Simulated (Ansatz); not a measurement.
# Si4H8O: up Jacob's ladder to CCSD(T)

How much do the methods differ for Si4H8O? The plan is to run it at one geometry with functionals of several rungs and with coupled cluster, and see how far each lands from CCSD(T) at the basis-set limit for the atomisation energy.

Method: functionals in def2-TZVPP, the program's frozen cores in correlated methods; program: Ansatz 0.2.0, Gaussian basis.

Levels to be run: PBE-D4, r2SCAN-D4, PBE0-D4, B3LYP-D4, ωB97X-V, ωB97M-V, B2PLYP; CCSD(T)/def2-TZVPP; MP2/def2-QZVPP; extrapolation to the limit.

### Step 1. Structure used throughout

An earlier PBE0-D4 in a triple-zeta def2 set relaxation fixed the geometry.

SMILES `[SiH3][SiH]1O[SiH2][SiH2]1`, 13 atoms, charge 0, spin multiplicity 1.

Atoms are counted from 1 here; the program's logs count them from 0.

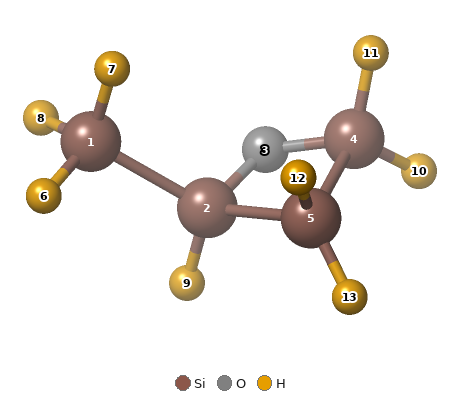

The geometry (silicon brown, oxygen grey, hydrogen amber); atoms are numbered from 1 in the order of the file.

### Step 2. PBE-D4 (GGA)

File in.yaml:

```yaml
crystal:
  periodic: [false, false, false]
  atoms:
    - {symbol: Si, position_ang: [-2.424375, 0.095263, 0.414226]}
    - {symbol: Si, position_ang: [-0.157637, -0.270698, 0.864549]}
    - {symbol: O, position_ang: [0.465915, -1.521902, -0.068412]}
    - {symbol: Si, position_ang: [1.720183, -0.924023, -1.000050]}
    - {symbol: Si, position_ang: [1.390287, 1.227293, -0.097797]}
    - {symbol: H, position_ang: [-2.895651, 1.234729, 1.248603]}
    - {symbol: H, position_ang: [-2.598866, 0.448352, -1.020477]}
    - {symbol: H, position_ang: [-3.253114, -1.102231, 0.719443]}
    - {symbol: H, position_ang: [0.041645, -0.561993, 2.313175]}
    - {symbol: H, position_ang: [2.995245, -1.615201, -0.670838]}
    - {symbol: H, position_ang: [1.436501, -1.117555, -2.446854]}
    - {symbol: H, position_ang: [0.844024, 2.270873, -1.004790]}
    - {symbol: H, position_ang: [2.456042, 1.802393, 0.764023]}
basis:
  gaussian: {orbitals: def2-TZVPP}
hamiltonian: {xc: pbe, dispersion: d4}
output: {forces: true, orbitals: {seedname: orbitals}}
```

The run is started by

```console
> ansatz run in.yaml --threads 4 --pin off --events-out ev --progress --plain --max-ram 10444MiB
```

Further steps of the session: r2SCAN-D4 (meta-GGA); PBE0-D4 (hybrid); B3LYP-D4 (hybrid); ωB97X-V (range-separated); ωB97M-V (range-separated); B2PLYP (double hybrid); CCSD(T) in def2-TZVPP; MP2 in def2-QZVPP.

Before running them: what should the planned runs give, taken together? Wanted: atomisation energy, CCSD(T)/CBS; farthest; mean size of error, hybrid; mean size of error, range-separated; gap, smallest and largest; T1 diagnostic; triples share of the correlation energy.

As calculated:

| quantity | value |
| --- | --- |
| atomisation energy, CCSD(T)/CBS | 986.1 kcal/mol |
| functionals within 4.9 kcal/mol (0.5 %) | r2SCAN-D4, ωB97M-V |
| farthest | B2PLYP (-20.4 kcal/mol) |
| mean size of error, hybrid | 10.4 kcal/mol |
| mean size of error, range-separated | 5.9 kcal/mol |
| gap, smallest and largest | 4.29 eV (PBE-D4), 10.19 eV (ωB97X-V) |
| T1 diagnostic | 0.0143 |
| triples share of the correlation energy | 3.8 % |

PBE-D4 misses by -9.4 kcal/mol. Double hybrids carry the basis error of their MP2 part in triple zeta, and no dispersion term here, so their miss is partly the set-up's. The reference freezes the cores and leaves out relativity and excitations past (T), so misses under about 4.9 kcal/mol can't be ranked. Hartree-Fock recovers 74 % of the binding; the rest is correlation. Orbital gaps span 4.3 to 10.2 eV; exact exchange widens them.
